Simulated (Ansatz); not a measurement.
# Calculations on BN2H7

**1. Relaxation**

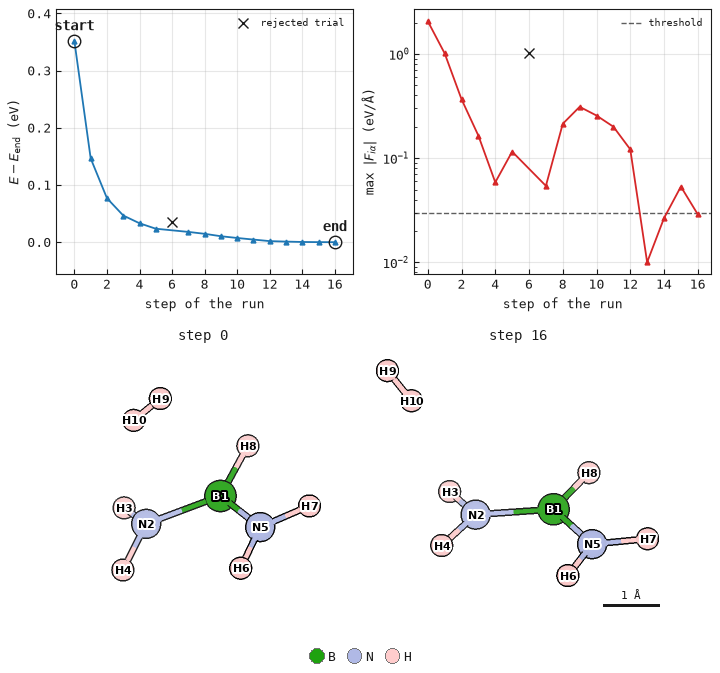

First and last geometry of a relaxation of BN2H7, with the history of the run. Style: ball-and-stick. Shown at a tilt.

The run prepares an end point of a later path (reaction) calculation, from a guessed geometry.

Computed with Ansatz 0.2.0, RKS PBE0-D4/def2-SVP.

The input:
```yaml
crystal:
  periodic: [false, false, false]
  atoms:
    - { symbol: B, position_ang: [0.057468, -0.109202, 0.179466] }
    - { symbol: "N", position_ang: [0.072274, -0.318799, 1.647021] }
    - { symbol: H, position_ang: [-0.785154, -0.533825, 2.132436] }
    - { symbol: H, position_ang: [0.910226, -0.550389, 2.161245] }
    - { symbol: "N", position_ang: [1.237096, -0.06957, -0.582547] }
    - { symbol: H, position_ang: [2.167231, -0.134038, -0.193732] }
    - { symbol: H, position_ang: [1.218196, 0.122539, -1.572581] }
    - { symbol: H, position_ang: [-1.01224, 0.002595, -0.373094] }
    - { symbol: H, position_ang: [-0.1333, 2.255593, 0.561779] }
    - { symbol: H, position_ang: [-0.157196, 1.890596, 1.180408] }
basis:
  gaussian: { orbitals: def2-SVP }
hamiltonian:
  xc: pbe0
  dispersion: d4
relax:
  f_tol: 0.03
  max_steps: 50
```

Command:
```bash
ansatz run input.yaml --threads 2 --pin off --max-ram 3072MiB --backend cpu --events-out ev --progress --plain --runs-dir out
```

Did the run converge, and what did it change?

Answer. It converged. H9 moves most after the best rigid fit: 1.66 Å. Largest moves by element: H 1.66 Å, N 0.45 Å, B 0.42 Å. Among the contacts that change: B1–N2 1.483 → 1.415 Å, H9–H10 0.719 → 0.764 Å, B1–N5 1.405 → 1.410 Å. After 15 accepted moves (16 points after the start) the energy has fallen by 0.351 eV. Largest force component: 2.1 eV/Å at the start, 0.029 eV/Å at the end. The line search rejected the trial step at point 6 of the run. The forces were under the threshold at step 13, but the run went on from there. The run took 52 s on 2 threads of Intel(R) Xeon(R) Processor @ 2.50GHz (Skylake/Cascade Lake), with other jobs on the host, peak memory 0.15 GiB.

Limits of the set-up: the start holds two separate molecules, 2.2 Å apart at their closest, whose relative position is a soft coordinate.

**2. Relaxation**

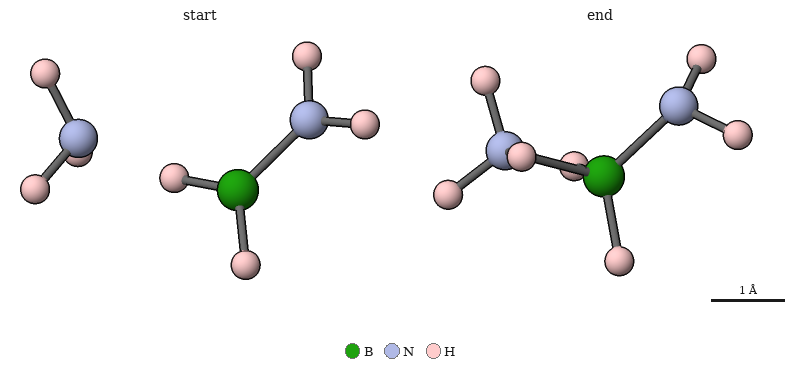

The structure of BN2H7 before (left) and after (right) a relaxation, at one scale.

A ball-and-stick model, seen at a tilt.

The run prepares an end point of a later path (reaction) calculation, from a guessed geometry.

Theory: Ansatz 0.2.0, RKS PBE0-D4/def2-SVP.

Input file:
```yaml
crystal:
  periodic: [false, false, false]
  atoms:
    - { symbol: B, position_ang: [0.038186, 0.391069, -0.497445] }
    - { symbol: "N", position_ang: [0.004008, 0.064049, 2.234563] }
    - { symbol: H, position_ang: [-0.847035, -0.213625, 2.721155] }
    - { symbol: H, position_ang: [0.692505, 0.293471, 2.949834] }
    - { symbol: "N", position_ang: [1.298768, 0.085918, -1.006201] }
    - { symbol: H, position_ang: [1.532326, -0.815078, -1.400219] }
    - { symbol: H, position_ang: [2.090537, 0.7091, -0.933734] }
    - { symbol: H, position_ang: [-0.871645, -0.396963, -0.63092] }
    - { symbol: H, position_ang: [-0.143834, 1.486227, -0.041086] }
    - { symbol: H, position_ang: [-0.219215, 0.951333, 1.744453] }
basis:
  gaussian: { orbitals: def2-SVP }
hamiltonian:
  xc: pbe0
  dispersion: d4
relax:
  f_tol: 0.03
  max_steps: 50
```

Launched with:
```bash
ansatz run input.yaml --threads 2 --pin off --max-ram 3072MiB --backend cpu --events-out ev --progress --plain --runs-dir out
```

> What changed between the two?

The largest move after the best rigid fit is that of H3, 1.29 Å. By element the largest moves are H 1.29 Å, N 0.65 Å, B 0.52 Å. Near-neighbour distances that change, for instance: B1–N2 2.752 → 1.685 Å, B1–N5 1.393 → 1.490 Å, B1–H9 1.200 → 1.232 Å, B1–H8 1.211 → 1.232 Å. New bonds form, among them: B1–N2 (2.75 → 1.68 Å). Bond angles that change, for instance: H8–B1–H9 121.4° → 113.1°, B1–N5–H6 123.1° → 115.5°, H6–N5–H7 113.4° → 108.0°. The energy falls by 37.0 kJ/mol in 19 accepted moves (23 points after the start). Largest force component: 0.67 eV/Å at the start, 0.025 eV/Å at the end. The line search rejected the trial steps at points 3, 12, 16, 20 of the run. Cost: 92 s on 2 threads of Intel(R) Xeon(R) Processor @ 2.50GHz (Skylake/Cascade Lake) (shared host), peak memory 0.15 GiB.

**3. Path**

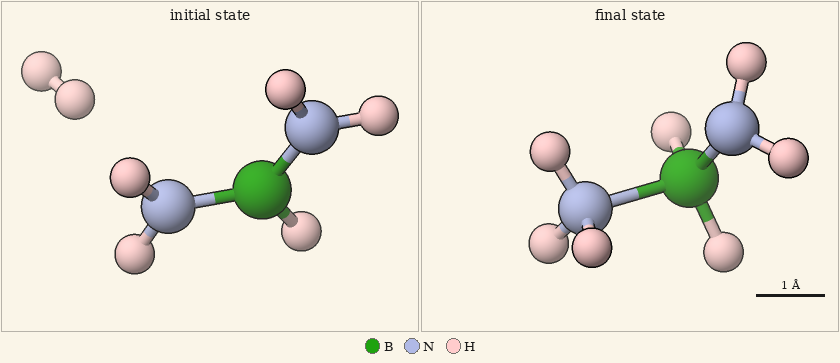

The two relaxed end points of a path for BN2H7, made up at the start of BN2H5 and H₂. A ball-and-stick model, seen at a tilt.

Level of theory: RKS PBE0-D4/def2-SVP in Ansatz.

Set-up: 7 movable images; climbing image; force threshold 0.05 eV/Å; iteration limit 60.

Start:
```xyz
10

B     0.1371   -0.4652   -0.0260
N     0.0690   -0.1582    1.3537
H    -0.8023   -0.1831    1.8616
H     0.8750    0.0087    1.9410
N     1.3469   -0.5096   -0.7489
H     2.2588   -0.3285   -0.3518
H     1.3699   -0.7127   -1.7368
H    -0.8971   -0.6967   -0.6157
H    -0.4443    3.1657    1.8292
H    -0.3385    2.4349    1.6343
```

End:
```xyz
10

B     0.1083    0.5477    0.0129
N    -0.0284    0.3644    1.6820
H    -0.1802   -0.6213    1.9007
H     0.8499    0.6398    2.1243
N     1.2525   -0.3175   -0.3900
H     1.0220   -1.0874   -1.0078
H     2.0523    0.1684   -0.7797
H    -1.0011    0.1848   -0.3818
H     0.2889    1.7611   -0.1021
H    -0.7896    0.9155    2.0819
```

> What barrier does the band find between them, and by what path?

Forward barrier 199.5 kJ/mol, backward barrier 155.2 kJ/mol, with image 5 at the top; the reaction energy is +44.2 kJ/mol. Breaking: H9–H10 (0.76 → 1.02 at the top → 2.58 Å). Forming: B1–H9 (4.12 → 1.42 at the top → 1.23 Å), N2–H10 (2.64 → 1.34 at the top → 1.02 Å). The band is converged. At the top, the vibrational analysis gives one imaginary mode (1373i cm⁻¹), as a transition state must have.

Energies of the converged images:

| image | path (Å) | E (kJ/mol) |
| --- | --- | --- |
| 0 | 0.00 | 0.0 |
| 1 | 0.77 | 0.6 |
| 2 | 1.54 | 2.6 |
| 3 | 2.32 | 13.7 |
| 4 | 3.09 | 72.3 |
| 5 | 3.86 | 199.5 |
| 6 | 4.79 | 74.7 |
| 7 | 5.71 | 47.7 |
| 8 | 6.64 | 44.2 |

The geometry at the top of the path:

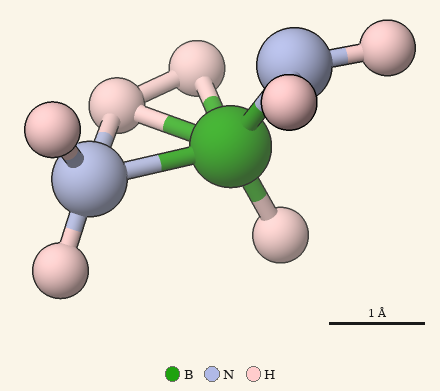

Limits of the set-up: the start holds two separate molecules, 2.6 Å apart at their closest, whose relative position is a soft coordinate.

The run took 6.7 min on 2 threads of Intel(R) Xeon(R) Processor @ 2.50GHz (Skylake/Cascade Lake) (shared host), peak memory 0.15 GiB.
